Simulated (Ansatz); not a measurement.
# Amorphous SiCO: valence band and core levels, part 2 of 7

How wide do site differences make the core lines of amorphous SiCO?

Ansatz 0.2.0; DFT, PBEsol, plane-wave PAW, default files, scalar-relativistic.

So far: The structure; Relaxation.

**3. Dynamics at 3500 K**

A short run with the thermostat set to 3500 K, starting from rest and too brief to equilibrate, lets the random network rearrange; the cutoff and mesh are cut down, since only a plausible structure is wanted. It starts from the last accepted geometry of the run before, which hadn't met its force target.

Input file input.yaml:

```yaml
crystal:
  lattice:
    - [7.5090830355, 0.0, 0.0]
    - [0.0, 7.5090830355, 0.0]
    - [0.0, 0.0, 7.5090830355]
  atoms:
    - { symbol: Si, position: [0.88873102, 0.52716037, 1.12177705] }
    - { symbol: Si, position: [0.14667011, 0.48471098, 0.4460494] }
    - { symbol: Si, position: [0.77796703, 0.10536946, 0.79926683] }
    - { symbol: Si, position: [0.49423225, 0.99615399, 0.46598632] }
    - { symbol: Si, position: [0.26319658, 0.85609467, 0.8943309] }
    - { symbol: Si, position: [0.34483651, 0.6914004, 0.56995574] }
    - { symbol: Si, position: [0.55349315, 0.39435627, 0.56174129] }
    - { symbol: Si, position: [0.08262287, 0.198172, 1.11952218] }
    - { symbol: Si, position: [-0.02307645, 0.96546209, 0.50430711] }
    - { symbol: Si, position: [0.75212419, 0.22936862, 0.32771232] }
    - { symbol: O, position: [0.34478737, 0.84899407, 0.40956346] }
    - { symbol: O, position: [0.46390764, 0.41848572, 0.78461085] }
    - { symbol: O, position: [0.04864682, 0.39508885, 1.03000992] }
    - { symbol: O, position: [0.81630819, 0.16908549, -0.00019283] }
    - { symbol: O, position: [1.00312341, 0.57653697, 0.31409268] }
    - { symbol: O, position: [0.37885731, 0.09158415, 0.64958451] }
    - { symbol: O, position: [0.5443634, 0.60271127, 0.50458145] }
    - { symbol: O, position: [0.61898383, 0.04906897, 0.29473226] }
    - { symbol: O, position: [0.05337429, 0.3395926, 0.57938526] }
    - { symbol: O, position: [0.34887682, 0.63961751, 0.94968413] }
    - { symbol: C, position: [0.74175755, 0.2626872, 0.61235093] }
    - { symbol: C, position: [0.26795136, 0.27896109, 0.27260093] }
    - { symbol: C, position: [0.38337717, 0.56847567, 0.79693352] }
    - { symbol: C, position: [0.14432481, 0.96089895, 1.09226958] }
    - { symbol: C, position: [0.04531619, 0.98350863, 0.24617999] }
    - { symbol: C, position: [0.91830187, 0.21804886, 0.53928689] }
    - { symbol: C, position: [0.80425026, 0.89716733, 0.67685188] }
    - { symbol: C, position: [0.45347721, 0.96236304, 0.76403656] }
    - { symbol: C, position: [0.61676013, 0.90662774, 0.65989043] }
    - { symbol: C, position: [0.37586906, 0.31976261, 0.39685511] }
kpoints:
  mp_grid: { grid: [1, 1, 1] }
scf:
  occupations: { method: fermi_dirac, width: 0.1 }
  n_extra_bands: 21
hamiltonian:
  xc: pbesol
  pseudopotentials: { kind: paw }
output:
  forces: true
basis:
  ecutwfc: 320
md:
  timestep: 1.5
  n_steps: 150
  ensemble: nvt_langevin
  temperature: 3500
  seed: 0
```

Started as:

```sh
$ ansatz run input.yaml --threads 3 --pin off --max-ram 8192MiB --backend cpu --events-out ev --progress --plain --runs-dir out
```

Numbers of over 12 decimals in the logs are rounded to 6 here.

What it wrote:

```text
Warning: md: disabling space-group detection — thermal motion breaks the input geometry's symmetry, so no spatial operation reduces the k-mesh or symmetrises the density; time reversal is kept, so that k and −k are solved as one point where they differ and the mesh holds both, and exact exchange and, on two spinor components, a DFT+U term hold to it where the run has them: on two components no moment then forms, and  [...]
[...]
Crystal: 30 atoms, lattice volume = 423.410 Å³
Basis set: ecut = 320 eV, 5449 PW (Γ), exchange–correlation on 90×90×90 points (8 copies of the dense FFT grid, shifted against one another)
Bands: 91, of which v1, the nominal top of the filled ones, is band 70 counted from 1 (69 counted from 0)
Symmetry: 1 space group operations
k-points: 1
[...]
SCF iter   1: F=—  HF=-14272.844532 eV  |F-HF|=—  |Δ(HF+E_count)|=         —  Δρ=1.94e-2  dr2=1.27e0  ethr=1.77e-3  ⟨swp⟩=7.0  Hψ=438  notcnv=0  defer=3
[...]
SCF iter  12: F=-14272.520777 eV  HF=-14272.520777 eV  |F-HF|=2.31e-9  |Δ(HF+E_count)|=   4.81e-8  Δρ=1.67e-6  dr2=1.47e-8  ethr=2.14e-11  ⟨swp⟩=5.0  Hψ=300  notcnv=0
SCF 1 converged in 12 iterations: F = -14272.520777 eV  dr2 = 1.47e-8
[...]
md step     0: t =     0.00 fs  T =     0.0 K  F+E_penalty+E_count = -14272.52077700 eV  E_kin = 0.000000 eV  (12 SCF iters)
[...]
SCF iter   8: F=-14272.517301 eV  HF=-14272.517301 eV  |F-HF|=4.55e-9  |Δ(HF+E_count)|=   2.59e-8  Δρ=1.23e-6  dr2=8.24e-9  ethr=2.14e-11  ⟨swp⟩=4.0  Hψ=296  notcnv=0
SCF 2 converged in 8 iterations: F = -14272.517301 eV  dr2 = 8.24e-9
md step     1: t =     1.50 fs  T =   109.6 K  F+E_penalty+E_count = -14272.51730106 eV  E_kin = 0.424946 eV  (8 SCF iters)
[...]
SCF iter   8: F=-14272.488863 eV  HF=-14272.488863 eV  |F-HF|=2.06e-8  |Δ(HF+E_count)|=   5.85e-8  Δρ=2.30e-6  dr2=2.95e-8  ethr=2.14e-11  ⟨swp⟩=3.0  Hψ=381  notcnv=0
SCF 3 converged in 8 iterations: F = -14272.488863 eV  dr2 = 2.95e-8
md step     2: t =     3.00 fs  T =   228.1 K  F+E_penalty+E_count = -14272.48886348 eV  E_kin = 0.884647 eV  (8 SCF iters)
[... from here on, the SCF cycles and remarks between the steps are left out ...]
md step     3: t =     4.50 fs  T =   315.4 K  F+E_penalty+E_count = -14272.42385388 eV  E_kin = 1.222989 eV  (9 SCF iters)
md step     4: t =     6.00 fs  T =   365.5 K  F+E_penalty+E_count = -14272.32745098 eV  E_kin = 1.417400 eV  (9 SCF iters)
md step     5: t =     7.50 fs  T =   404.1 K  F+E_penalty+E_count = -14272.19489297 eV  E_kin = 1.567065 eV  (8 SCF iters)
md step     6: t =     9.00 fs  T =   521.7 K  F+E_penalty+E_count = -14272.04036100 eV  E_kin = 2.022990 eV  (8 SCF iters)
md step     7: t =    10.50 fs  T =   570.0 K  F+E_penalty+E_count = -14271.85316248 eV  E_kin = 2.210225 eV  (8 SCF iters)
md step     8: t =    12.00 fs  T =   573.4 K  F+E_penalty+E_count = -14271.62900122 eV  E_kin = 2.223346 eV  (8 SCF iters)
md step     9: t =    13.50 fs  T =   585.1 K  F+E_penalty+E_count = -14271.38723965 eV  E_kin = 2.269043 eV  (8 SCF iters)
md step    10: t =    15.00 fs  T =   719.6 K  F+E_penalty+E_count = -14271.12355052 eV  E_kin = 2.790472 eV  (10 SCF iters)
md step    11: t =    16.50 fs  T =   672.4 K  F+E_penalty+E_count = -14270.84638005 eV  E_kin = 2.607489 eV  (8 SCF iters)
md step    12: t =    18.00 fs  T =   627.3 K  F+E_penalty+E_count = -14270.59601910 eV  E_kin = 2.432475 eV  (8 SCF iters)
md step    13: t =    19.50 fs  T =   711.2 K  F+E_penalty+E_count = -14270.41797466 eV  E_kin = 2.758085 eV  (8 SCF iters)
md step    14: t =    21.00 fs  T =   732.6 K  F+E_penalty+E_count = -14270.28844718 eV  E_kin = 2.840720 eV  (8 SCF iters)
md step    15: t =    22.50 fs  T =   881.7 K  F+E_penalty+E_count = -14270.17973477 eV  E_kin = 3.418875 eV  (8 SCF iters)
md step    16: t =    24.00 fs  T =   943.9 K  F+E_penalty+E_count = -14270.08194920 eV  E_kin = 3.660388 eV  (8 SCF iters)
md step    17: t =    25.50 fs  T =  1074.7 K  F+E_penalty+E_count = -14269.99418782 eV  E_kin = 4.167626 eV  (8 SCF iters)
md step    18: t =    27.00 fs  T =  1155.5 K  F+E_penalty+E_count = -14269.94432082 eV  E_kin = 4.480822 eV  (8 SCF iters)
md step    19: t =    28.50 fs  T =  1140.4 K  F+E_penalty+E_count = -14269.84097967 eV  E_kin = 4.422226 eV  (8 SCF iters)
md step    20: t =    30.00 fs  T =  1111.4 K  F+E_penalty+E_count = -14269.58684105 eV  E_kin = 4.309870 eV  (10 SCF iters)
md step    21: t =    31.50 fs  T =  1016.5 K  F+E_penalty+E_count = -14269.23244506 eV  E_kin = 3.941659 eV  (8 SCF iters)
md step    22: t =    33.00 fs  T =  1010.3 K  F+E_penalty+E_count = -14268.85058215 eV  E_kin = 3.917849 eV  (8 SCF iters)
md step    23: t =    34.50 fs  T =   949.2 K  F+E_penalty+E_count = -14268.53199326 eV  E_kin = 3.680680 eV  (8 SCF iters)
md step    24: t =    36.00 fs  T =   871.1 K  F+E_penalty+E_count = -14268.44766665 eV  E_kin = 3.378135 eV  (8 SCF iters)
md step    25: t =    37.50 fs  T =   999.2 K  F+E_penalty+E_count = -14268.64466070 eV  E_kin = 3.874731 eV  (8 SCF iters)
md step    26: t =    39.00 fs  T =  1114.1 K  F+E_penalty+E_count = -14268.97821095 eV  E_kin = 4.320340 eV  (8 SCF iters)
md step    27: t =    40.50 fs  T =  1333.1 K  F+E_penalty+E_count = -14269.28455156 eV  E_kin = 5.169560 eV  (8 SCF iters)
md step    28: t =    42.00 fs  T =  1461.2 K  F+E_penalty+E_count = -14269.46670810 eV  E_kin = 5.666072 eV  (9 SCF iters)
md step    29: t =    43.50 fs  T =  1422.9 K  F+E_penalty+E_count = -14269.52165337 eV  E_kin = 5.517809 eV  (8 SCF iters)
md step    30: t =    45.00 fs  T =  1375.8 K  F+E_penalty+E_count = -14269.40751217 eV  E_kin = 5.335265 eV  (10 SCF iters)
md step    31: t =    46.50 fs  T =  1462.2 K  F+E_penalty+E_count = -14269.13213985 eV  E_kin = 5.670142 eV  (8 SCF iters)
md step    32: t =    48.00 fs  T =  1389.5 K  F+E_penalty+E_count = -14268.77623061 eV  E_kin = 5.388358 eV  (8 SCF iters)
md step    33: t =    49.50 fs  T =  1367.2 K  F+E_penalty+E_count = -14268.49706257 eV  E_kin = 5.301667 eV  (8 SCF iters)
md step    34: t =    51.00 fs  T =  1362.2 K  F+E_penalty+E_count = -14268.30431954 eV  E_kin = 5.282147 eV  (8 SCF iters)
md step    35: t =    52.50 fs  T =  1464.3 K  F+E_penalty+E_count = -14268.14313536 eV  E_kin = 5.678242 eV  (8 SCF iters)
md step    36: t =    54.00 fs  T =  1574.4 K  F+E_penalty+E_count = -14267.99487997 eV  E_kin = 6.105162 eV  (8 SCF iters)
md step    37: t =    55.50 fs  T =  1495.4 K  F+E_penalty+E_count = -14267.78771216 eV  E_kin = 5.799054 eV  (8 SCF iters)
md step    38: t =    57.00 fs  T =  1451.3 K  F+E_penalty+E_count = -14267.47575128 eV  E_kin = 5.627762 eV  (9 SCF iters)
md step    39: t =    58.50 fs  T =  1358.0 K  F+E_penalty+E_count = -14267.06993761 eV  E_kin = 5.266016 eV  (8 SCF iters)
[...]
md step    53: t =    79.50 fs  T =  1969.7 K  F+E_penalty+E_count = -14265.78395781 eV  E_kin = 7.637989 eV  (8 SCF iters)
md step    54: t =    81.00 fs  T =  2233.6 K  F+E_penalty+E_count = -14266.13447334 eV  E_kin = 8.661439 eV  (8 SCF iters)
md step    55: t =    82.50 fs  T =  2329.7 K  F+E_penalty+E_count = -14266.21319956 eV  E_kin = 9.034281 eV  (8 SCF iters)
md step    56: t =    84.00 fs  T =  2246.0 K  F+E_penalty+E_count = -14265.96337180 eV  E_kin = 8.709592 eV  (9 SCF iters)
md step    57: t =    85.50 fs  T =  2189.3 K  F+E_penalty+E_count = -14265.57124678 eV  E_kin = 8.489850 eV  (8 SCF iters)
md step    58: t =    87.00 fs  T =  2027.7 K  F+E_penalty+E_count = -14265.41583901 eV  E_kin = 7.863145 eV  (7 SCF iters)
md step    59: t =    88.50 fs  T =  2071.3 K  F+E_penalty+E_count = -14265.63139521 eV  E_kin = 8.031964 eV  (7 SCF iters)
md step    60: t =    90.00 fs  T =  2243.8 K  F+E_penalty+E_count = -14265.94882954 eV  E_kin = 8.700965 eV  (11 SCF iters)
md step    61: t =    91.50 fs  T =  2267.0 K  F+E_penalty+E_count = -14266.18663071 eV  E_kin = 8.790929 eV  (9 SCF iters)
md step    62: t =    93.00 fs  T =  2342.8 K  F+E_penalty+E_count = -14266.28458058 eV  E_kin = 9.085051 eV  (8 SCF iters)
md step    63: t =    94.50 fs  T =  2399.0 K  F+E_penalty+E_count = -14266.32062392 eV  E_kin = 9.302925 eV  (8 SCF iters)
SCF iter   1: F=—  HF=-14266.282542 eV  |F-HF|=—  |Δ(HF+E_count)|=         —  Δρ=1.16e-3  dr2=4.30e-3  ethr=3.37e-5  ⟨swp⟩=5.0  Hψ=266  notcnv=0  defer=8
[...]
SCF iter   8: F=-14266.281584 eV  HF=-14266.281584 eV  |F-HF|=5.80e-9  |Δ(HF+E_count)|=   3.37e-8  Δρ=2.31e-6  dr2=2.45e-8  ethr=2.14e-11  ⟨swp⟩=3.0  Hψ=364  notcnv=0
SCF 65 converged in 8 iterations: F = -14266.281584 eV  dr2 = 2.45e-8
md step    64: t =    96.00 fs  T =  2448.8 K  F+E_penalty+E_count = -14266.28158353 eV  E_kin = 9.496069 eV  (8 SCF iters)
SCF iter   1: F=—  HF=-14266.193764 eV  |F-HF|=—  |Δ(HF+E_count)|=         —  Δρ=1.53e-3  dr2=7.06e-3  ethr=3.07e-5  ⟨swp⟩=4.0  Hψ=276  notcnv=0  defer=8
[...]
SCF iter   8: F=—  HF=-14266.192074 eV  |F-HF|=—  |Δ(HF+E_count)|=   6.22e-8  Δρ=2.
```

Run time: 2.6 min. Hardware: 3 threads of Intel Xeon at 2.80GHz (Skylake/Cascade Lake), shared host; peak memory 0.45 GiB; 5.9 min of CPU time.

Rows from the run:

```
time (fs)  T (K)  potential (meV/atom)
      0.0      0                   0.0
     15.0    720                  46.6
     30.0   1111                  97.8
     45.0   1376                 103.8
     60.0   1452                 195.6
     75.0   1545                 255.3
     90.0   2244                 219.1
    105.0   2059                 274.9
    120.0   2169                 305.5
    135.0   2659                 247.2
    150.0   2383                 273.9
    165.0   2787                 217.4
    180.0   2143                 305.2
    195.0   2681                 327.4
    210.0   3218                 265.9
    225.0   2394                 336.3
```

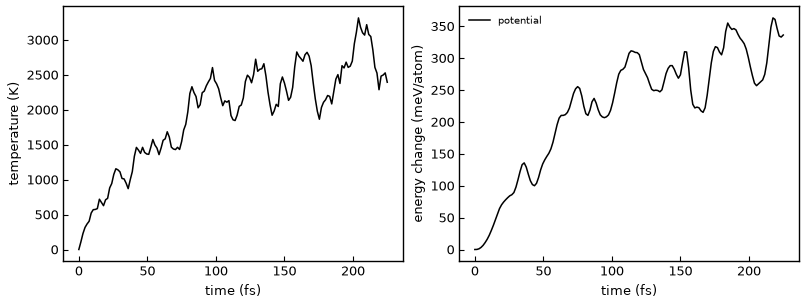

Temperature and energies against time.

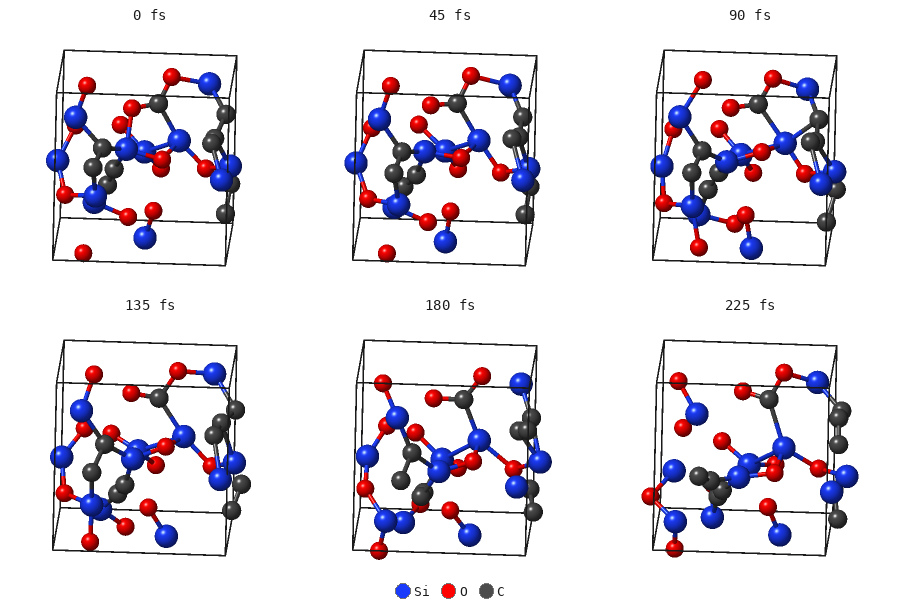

6 frames of the run. Bonds to atoms that aren't drawn are left out.

Mean square displacement at the end: Si 0.64 Å², O 0.98 Å², C 0.56 Å².

Positions (Å) and forces (eV/Å) at 225.0 fs:

```xyz
30
Lattice="7.509 0.000 0.000 0.000 7.509 0.000 0.000 0.000 7.509" Properties=species:S:1:pos:R:3:forces:R:3 pbc="T T T"
Si    7.373    5.506    8.337    0.293    1.606   -1.297
Si    1.677    3.889    2.480    1.211    0.477    0.659
Si    6.351    1.741    5.861    1.426    2.573   -1.966
Si    4.367    8.243    2.783   -0.091   -0.489    1.153
Si    2.328    6.797    6.432    0.353    0.395    0.121
Si    3.537    5.450    3.756   -3.253    1.514   -1.892
Si    4.907    3.567    2.727   -0.136    1.019    0.662
Si    1.462    2.332    7.527   -3.934   -2.212   -2.158
Si    0.239    7.725    2.913    0.595   -2.647    3.605
Si    6.511    0.919    1.048   -0.139    1.181    1.312
O     3.091    6.966    2.767    2.188   -1.330    0.865
O     2.817    3.584    6.052    0.884   -0.763   -3.339
O     0.025    2.281    8.629    0.323    2.115   -3.814
O     5.742    0.889   -0.355   -0.033    0.130    0.880
O     7.989    4.983    2.220    0.487   -1.122    1.183
O     3.184    1.035    4.417   -1.461    1.643   -0.303
O     4.977    5.124    2.984    0.203    1.576    1.491
O     5.547   -0.225    1.898    0.582    1.414   -0.377
O     1.074    2.659    3.344   -2.865   -1.751    1.442
O     3.107    5.369    7.017    0.555    3.709   -0.297
C     6.032    2.390    2.814    4.097   -3.686    2.318
C     2.565    2.592    1.240    2.261    3.025    2.996
C     3.223    4.744    5.828   -0.670   -3.070    1.515
C     1.582    7.784    7.658   -2.297    1.596    2.062
C     0.587    7.551    1.194    0.976   -3.604   -3.361
C     7.276    1.921    3.313    0.831    3.428   -0.008
C     5.808    7.911    4.562    1.810   -0.938   -0.607
C     3.472    7.921    5.478    2.314   -0.085    0.223
C     4.956    7.857    5.529   -3.934   -1.792   -1.246
C     3.738    2.820    1.823   -2.579   -3.911   -1.822
```

The pair distribution g(r) has structure finer than the step of the table below, so its rows give means over 0.25 Å, whole bins alone (the curve runs from 0.0329 to 5.22 Å). Peaks (Å: height): Si–Si 2.530: 2.00, 3.055: 4.12, 3.187: 2.40, 4.632: 1.91; Si–O 1.478: 2.35, 1.610: 5.69, 1.741: 6.55, 3.581: 2.10; Si–C 1.741: 5.07, 2.201: 2.25, 2.727: 1.90, 2.924: 2.47; O–O 2.267: 2.00, 2.530: 2.60, 3.055: 1.92, 4.107: 1.67; O–C 1.216: 3.04, 1.478: 2.05, 2.858: 3.30, 3.318: 2.27.

From the last frames. Pair distribution g(r) against r; means over each step:

```
r (Å)  Si–Si   Si–O   Si–C    O–O     O–C
 1.00      0      0      0      0       0
 1.25      0      0      0      0    1.74
 1.50      0   1.97  0.350      0    1.19
 1.75      0   4.65   2.68      0  0.0257
 2.00      0  0.380   1.44  0.352   0.285
 2.25  0.280  0.416   1.43  0.869   0.886
 2.50  0.823  0.145   1.10   1.79   0.843
 2.75  0.810  0.826   1.31   1.24    1.93
 3.00   2.16  0.716   1.65  0.909   0.959
 3.25   1.02   1.06  0.524  0.583    1.31
 3.50  0.753   1.59  0.819  0.541    1.36
 3.75  0.834   1.16  0.712  0.708    1.24
 4.00  0.722  0.992  0.699   1.25    1.20
 4.25   1.15  0.945  0.896  0.668   0.696
 4.50   1.20   1.10  0.851  0.838   0.868
 4.75   1.03  0.946   1.02  0.906   0.942
 5.00   1.28  0.918  0.987  0.732    1.14
```

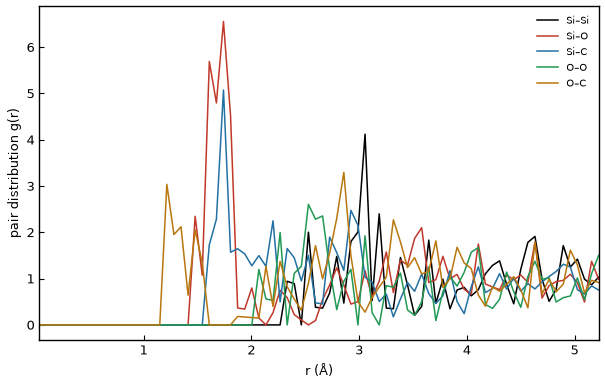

Pair distribution g(r) against r.

Beyond half the shortest lattice vector, 3.8 Å, g(r) counts periodic images.

This step gave:

```yaml
free_energy: -14262.4323 eV
energy_at_zero_smearing: -14262.3635 eV
smearing_term_ts: 0.1378 eV
fermi_energy: 5.117 eV
gap_by_band_count: 0.4378 eV
symmetry_operations: 1
```

(Part 2 of 7 ends here.)

[Logs are printed without paths, hosts, clocks, repeated set-up lines and the standing remarks that a program may print on its own settings, such as how far it seeks lower states.]

[Hosts, paths, dates, database ids (printed as entryN), source tags and the programs' standing remarks are cut or masked in the printed files.]

[Maps of the electrostatic potential energy from Ansatz leave out the sawtooth potential of an applied field or a dipole correction, so their vacuum need not be flat; work functions include it.]
